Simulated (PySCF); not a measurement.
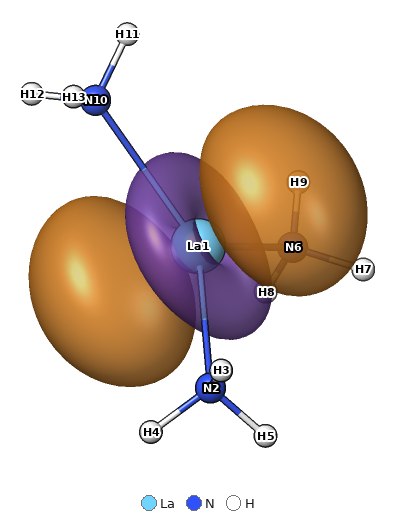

The picture shows: H$_{9}$LaN$_{3}$ (charge +3). One frontier orbital at ±0.1 Å⁻³ᐟ² (orange and purple are the two phases), seen at an oblique angle.

Core potentials replace the inner electrons of La.

The calculation used RKS PBE0, La lcecp-1-SVP with ECP46, N def2-SVP, H def2-SVP; non-relativistic Hamiltonian with scalar-relativistic core potentials where named; density fitting (PySCF).

```xyz
13

La    0.0000    0.0000   -0.0132
N     2.5638    0.0008    0.0137
H     3.0066   -0.6506    0.6862
H     3.0188   -0.2560   -0.8811
H     3.0111    0.9058    0.2438
N    -1.2826    2.2199    0.0137
H    -0.9398    2.9291    0.6862
H    -1.2877    2.7424   -0.8811
H    -2.2900    2.1548    0.2438
N    -1.2812   -2.2207    0.0137
H    -2.0668   -2.2785    0.6862
H    -1.7311   -2.4864   -0.8811
H    -0.7211   -3.0606    0.2438
```

**Which orbital is it: HOMO or LUMO?**

The LUMO, at −15.99 eV. It lies mainly on La1 (about 95 %).
